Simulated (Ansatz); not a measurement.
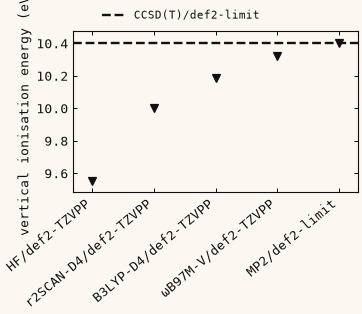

Vertical ionisation energy of GaPH₆, SMILES [PH3+][GaH3-], singlet, taken as the energy of the cation less that of the neutral at fixed geometry (unrestricted doublet cation, cores frozen in correlated methods, no spin-orbit coupling), the Ansatz code, at a PBE0-D4/def2-TZVP geometry (a minimum by its frequencies). Limit means an estimate of the basis limit from triple and quadruple zeta; for coupled cluster it is either extrapolated directly or built as the MP2 limit plus the step from MP2 in triple zeta.

Which level comes closest to the line (CCSD(T)/def2-limit), and which misses most?

Closest MP2/def2-limit (10.40 eV), against 10.41 eV; farthest HF/def2-TZVPP (9.55 eV).

Give the values.

```
               level     eV  less CCSD(T)/def2-limit
       HF/def2-TZVPP   9.55                    −0.85
r2SCAN-D4/def2-TZVPP  10.00                    −0.40
 B3LYP-D4/def2-TZVPP  10.19                    −0.22
  ωB97M-V/def2-TZVPP  10.32                    −0.08
      MP2/def2-limit  10.40                     0.00
  CCSD(T)/def2-limit  10.41                     0.00
```

Caveats, for all or some of the runs: no scalar relativity up to krypton; outer-core shells are correlated without core-valence functions, which makes the correlated values less sure.
